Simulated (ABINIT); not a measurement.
# AlGaN2 (P3m1): G0W0 in ABINIT against the k mesh, part 2 of 2

Aim: move the k mesh of a G0W0 run on AlGaN2 (P3m1) over a wide range.

ABINIT 10.8.3; LDA and many-body steps on it, plane waves. Known limits of the many-body steps: not at the basis limit; exchange with frozen shells missing; no spin-orbit coupling; coarse k mesh.

So far. Step 4 (Empty states on the mesh, 6×6×4 mesh, 34 bands): On this mesh the gap is 2.921 eV. Step 5 (Screening, 3×3×1 mesh, 30 bands, screening to 106.1 eV): Local fields lower ε∞ by 7 %. On a Γ-centred mesh this coarse the value itself is usually too large, while a short band sum pulls it down.

## Step 8: 3×3×2

The self-energy is evaluated for the states that the input lists, and the levels follow from it, in one-shot runs by the linearised quasiparticle equation.

This step: G0W0 on LDA, plane waves, norm-conserving pseudopotentials.

File run.abi:

```
acell 3*1.0 Angstrom
rprim 
  3.145282644058 -0.000000000015 0.000000000000
  -1.572641322016 2.723894671844 0.000000000000
  0.000000000000 0.000000000000 5.096893730000
ntypat 3
znucl 13 31 7
natom 4
typat 1 2 3 3
xred 
  0.000000000000 0.000000000000 0.999263770000
  0.666666666667 0.333333333333 0.497174210000
  0.666666666667 0.333333333333 0.111803640000
  0.000000000000 0.000000000000 0.628158390000
pp_dirpath "pseudos"
pseudos "Al.upf, Ga.upf, N.upf"
ecut 36
ngkpt 3 3 2
nshiftk 1
shiftk 0 0 0
kptopt 1
chksymbreak 0
istwfk *1
occopt 1
irdwfk 1
optdriver 4
nband 30
gwcalctyp 0
ecutsigx 36
symsigma 1
nkptgw 1
kptgw 
  0.0000000000 0.0000000000 0.0000000000
bdgw 
  12 15
ecuteps 3.9
irdscr 1
ppmodel 1
indata_prefix "in"
outdata_prefix "out"
tmpdata_prefix "tmp"
```

Launch:

```console
$ OMP_NUM_THREADS=1 mpirun -n 4 abinit run.abi > log
```

Numbers of over 12 decimals in the logs are rounded to 6 here.

What it wrote:

```text
.Version 10.8.3 of ABINIT. v10.8.2 released Aug 2026.

 Symmetries : space group P3 m 1 (#156); Bravais hP (primitive hexag.)
[... echo of the input left out ...]
== DATASET  1 ==================================================================
-   mpi_nproc: 4, omp_nthreads: 1 (-1 if OMP is not activated)

--- !DatasetInfo
iteration_state: {dtset: 1, }
dimensions: {natom: 4, nkpt: 6, mband: 30, nsppol: 1, nspinor: 1, nspden: 1, mpw: 3066, }
cutoff_energies: {ecut:  36.0, pawecutdg:  -1.0, }
electrons: {nelect:   2.60000000E+01, charge:   0.00000000E+00, occopt:   1.00000000E+00, tsmear:   1.00000000E-02, }

 SIGMA: Calculation of the GW corrections

 Based on a program developped by R.W. Godby, V. Olevano, G. Onida, and L. Reining.
 Incorporated in ABINIT by V. Olevano, G.-M. Rignanese, and M. Torrent.
.Using double precision arithmetic ; gwpc =  8

[... cell and pseudopotentials left out ...]
--------------------------------------------------------------------------------

 ==== K-mesh for the wavefunctions ====
 Number of points in the irreducible wedge :     6
[... list of points left out ...]
 Together with  6 symmetry operations and time-reversal symmetry
 yields    18 points in the full Brillouin Zone.

 ==== Q-mesh for screening function ====
 Number of points in the irreducible wedge :     6
[... list of points left out ...]
 Together with  6 symmetry operations and time-reversal symmetry
 yields    18 points in the full Brillouin Zone.

 vcoul_init : cutoff-mode = AUXILIARY_FUNCTION
 q-points for optical limit:   1
     1)      0.000010    0.000020    0.000030
 setmesh: FFT mesh size selected  =    27x   27x   54
          total number of points  =        39366

 Number of electrons calculated from density =   26.0000; Expected =   26.0000
[...]
number of k-points in IBZ                           6
 number of q-points in IBZ                           6
 number of symmetry operations                       6
 number of k-points in BZ                           18
 number of q-points in BZ                           18
 number of frequencies for dSigma/dE                 9
 frequency step for dSigma/dE [eV]                0.25
 number of omega for Sigma on real axis              0
 max omega for Sigma on real axis  [eV]           0.00
 zcut for avoiding poles [eV]                     0.10

 EPSILON^-1 parameters (SCR file):
 dimension of the eps^-1 matrix on file            111
 dimension of the eps^-1 matrix used               111
 number of plane-waves for wavefunctions          3027
 number of bands                                    30
 number of q-points in IBZ                           6
 number of frequencies                               2
 number of real frequencies                          1
 number of imag frequencies                          1

 matrix elements of self-energy operator (all in [eV])

 Perturbative Calculation

--- !SelfEnergy_ee
iteration_state: {dtset: 1, }
kpoint     : [   0.000,    0.000,    0.000, ]
spin       : 1
KS_gap     :    2.921
QP_gap     :    3.848
Delta_QP_KS:    0.927
data: !SigmaeeData |
     Band     E0 <VxcDFT>   SigX SigC(E0)      Z dSigC/dE  Sig(E)    E-E0       E
       12   5.381 -17.816 -21.198   4.102   0.795  -0.258 -17.243   0.573   5.954
       13   5.381 -17.816 -21.198   4.102   0.795  -0.258 -17.243   0.573   5.954
       14   8.302 -13.907  -9.027  -3.047   0.819  -0.221 -12.406   1.501   9.803
       15  10.864 -12.213  -6.717  -3.502   0.830  -0.204 -10.558   1.655  12.519

== END DATASET(S) ==============================================================
================================================================================

 -outvars: echo values of variables after computation  --------
           etotal      0.0000000000E+00
            nband          30
             nkpt           6
          spgroup         156
 [... the other variables as echoed above ...]

 Calculation completed.
```

It took 2.8 s on 4 MPI ranks of Arm Neoverse V2, shared host; peak memory 0.1 GiB.

Numbers from this step:

* G0W0 gap on the points computed: 3.849 eV
* starting gap on the mesh: 2.921 eV
* k of the valence top: 0, 0, 0
* k of the conduction bottom: 0, 0, 0
* Z at the valence top: 0.795
* Z at the conduction bottom: 0.819
* least direct G0W0 gap on the computed points: 3.849 eV

The gap on the mesh goes from 2.92 eV to 3.85 eV, a correction of +0.93 eV.

## Step 9: Screening, 6×6×4 mesh, 30 bands, screening to 106.1 eV

This step: RPA screening on LDA, plane waves, norm-conserving pseudopotentials.

Edit run.abi of step 8 so:

```diff
@@ -17,3 +17,3 @@
 ecut 36
-ngkpt 3 3 2
+ngkpt 6 6 4
 nshiftk 1
@@ -25,15 +25,8 @@
 irdwfk 1
-optdriver 4
+optdriver 3
 nband 30
-gwcalctyp 0
-ecutsigx 36
-symsigma 1
-nkptgw 1
-kptgw 
-  0.0000000000 0.0000000000 0.0000000000
-bdgw 
-  12 15
 ecuteps 3.9
-irdscr 1
-ppmodel 1
+inclvkb 2
+awtr 1
+symchi 1
 indata_prefix "in"
```

What it wrote:

```text
.Version 10.8.3 of ABINIT. v10.8.2 released Aug 2026.

 Symmetries : space group P3 m 1 (#156); Bravais hP (primitive hexag.)
[... echo of the input left out ...]
== DATASET  1 ==================================================================
-   mpi_nproc: 4, omp_nthreads: 1 (-1 if OMP is not activated)

--- !DatasetInfo
iteration_state: {dtset: 1, }
dimensions: {natom: 4, nkpt: 24, mband: 30, nsppol: 1, nspinor: 1, nspden: 1, mpw: 3066, }
cutoff_energies: {ecut:  36.0, pawecutdg:  -1.0, }
[...]
--------------------------------------------------------------------------------
[... chi0 elements left out ...]
 For q-point:  0.000010 0.000020 0.000030
  dielectric constant =   4.9457
  dielectric constant without local fields =   5.3282

  Average fulfillment of the sum rule on Im[epsilon] for q-point    1 :     25.69  [%]
[... wings left out ...]
  q-point number  2        q = ( 0.166667, 0.000000, 0.000000) [r.l.u.]
--------------------------------------------------------------------------------
[... chi0 elements left out ...]
  Average fulfillment of the sum rule on Im[epsilon] for q-point    2 :     43.92  [%]

 [... 22 further q-points ...]
```

Wall time 32 s (4 MPI ranks); peak memory 0.76 GiB; 2.1 min of CPU time.

Numbers from this step:

```
ε∞ with local fields, on this mesh, along the program's q direction : 4.946
the same without local fields                                       : 5.328
plasma frequency                                                    : 28.65 eV
plane waves in the screening matrix                                 : 111
```

## Step 10: 6×6×4

This step: G0W0 on LDA, plane waves, norm-conserving pseudopotentials.

Edit run.abi of step 9 so:

```diff
@@ -25,8 +25,15 @@
 irdwfk 1
-optdriver 3
+optdriver 4
 nband 30
+gwcalctyp 0
+ecutsigx 36
+symsigma 1
+nkptgw 1
+kptgw 
+  0.0000000000 0.0000000000 0.0000000000
+bdgw 
+  12 15
 ecuteps 3.9
-inclvkb 2
-awtr 1
-symchi 1
+irdscr 1
+ppmodel 1
 indata_prefix "in"
```

What it wrote:

```text
.Version 10.8.3 of ABINIT. v10.8.2 released Aug 2026.

 Symmetries : space group P3 m 1 (#156); Bravais hP (primitive hexag.)
[... echo of the input left out ...]
== DATASET  1 ==================================================================
-   mpi_nproc: 4, omp_nthreads: 1 (-1 if OMP is not activated)

--- !DatasetInfo
iteration_state: {dtset: 1, }
dimensions: {natom: 4, nkpt: 24, mband: 30, nsppol: 1, nspinor: 1, nspden: 1, mpw: 3066, }
cutoff_energies: {ecut:  36.0, pawecutdg:  -1.0, }
[...]
13   5.381 -17.780 -21.137   3.860   0.795  -0.257 -17.380   0.400   5.781
       14   8.302 -13.916  -9.485  -2.751   0.821  -0.218 -12.537   1.379   9.681
       15  10.864 -12.242  -7.029  -3.342   0.832  -0.202 -10.685   1.557  12.421

== END DATASET(S) ==============================================================
================================================================================

 -outvars: echo values of variables after computation  --------
           etotal      0.0000000000E+00
            nband          30
             nkpt          24
          spgroup         156
 [... the other variables as echoed above ...]

 Calculation completed.
```

It took 3.5 s on 4 MPI ranks; peak memory 0.69 GiB; 13 s of CPU time.

This step gave:

```
G0W0 gap on the points computed              : 3.900 eV
starting gap on the mesh                     : 2.921 eV
k of the valence top                         : 0, 0, 0
k of the conduction bottom                   : 0, 0, 0
least direct G0W0 gap on the computed points : 3.900 eV
```

Against the run before, the gap moves by +0.051 eV.

## Step 11: The runs together

Times are wall times on 4 MPI ranks of Arm Neoverse V2, shared host, good to a factor of about two. A run's time includes the screening step that it read.

```
  run   mesh  bands  screening cutoff (eV)  DFT gap (eV)  gap on the mesh (eV)  direct (eV)  ε∞ used   time
3×3×1  3×3×1     30                  106.1         2.921                 3.738        3.738     7.18  5.7 s
3×3×2  3×3×2     30                  106.1         2.921                 3.849        3.849     6.43  6.8 s
6×6×4  6×6×4     30                  106.1         2.921                 3.900        3.900     4.95   36 s
```

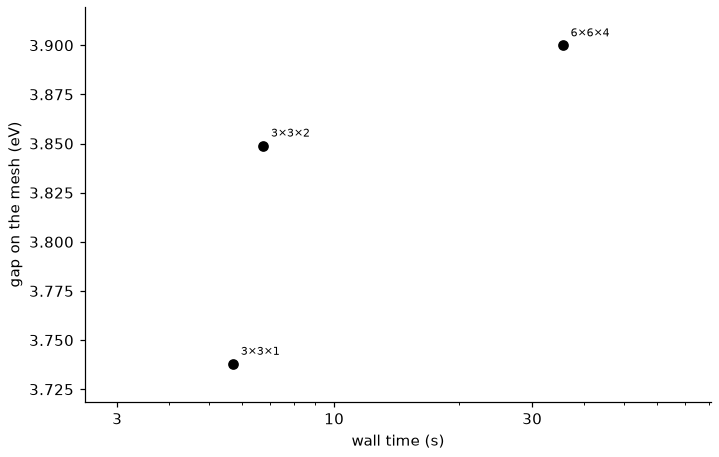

Result against wall time.

## Step 12: Outcome

```json
{
 "3×3×1": "3.738 eV",
 "3×3×2": "3.849 eV",
 "6×6×4": "3.900 eV",
 "known limits": "not at the basis limit; exchange with frozen shells missing; no spin-orbit coupling; coarse k mesh"
}
```

**Reading.** The setting moved: k mesh. From 3×3×1 to 6×6×4 the gap moves by +0.16 eV, for 6.2 times the time. The last step still moves it by +0.051 eV. Bands and screening cutoff are coupled, so a series along one setting does not show full convergence. Bands and cutoff are finite, so the gap is not at the basis limit. The miss can reach some tenths of an eV and take either sign; the mesh is an error of its own. In the G0W0 runs levels were corrected at 1 k point alone, so a gap called «on the mesh» is the least over those, and an edge elsewhere would be missed. The 3×3×1 mesh is coarse for this cell, which bears on the long-range parts of exchange and screening. The norm-conserving file of at least one element keeps a d shell over frozen s and p shells of the same row. Exchange with those shells is missing from the self-energy, an error of 0.3 to 0.9 eV in cases checked, whose sign depends on which edge lies on those atoms. The many-body steps are scalar-relativistic: spin-orbit coupling is not in them.

[Paths, hosts, dates, memory and timing lines, banners, echoed tables and standing remarks are left out of the program output.]

[Logs are printed without paths, hosts, clocks, repeated set-up lines and the standing remarks that a program may print on its own settings, such as how far it seeks lower states.]

[Runs of the session that timed out or met a known fault of the program may be left out.]

[Hosts, paths, dates, database ids (printed as entryN), source tags and the programs' standing remarks are cut or masked in the printed files.]

[G0W0 gaps are taken among the corrected bands and points alone; a level outside them can change the order at an edge.]

[Where Ansatz stands beside ABINIT at settings called matched, ABINIT's density can come from a denser mesh and the files from another edition; pairs whose starting gaps differed by over 0.03 eV were left out, so agreement reads better than it is.]
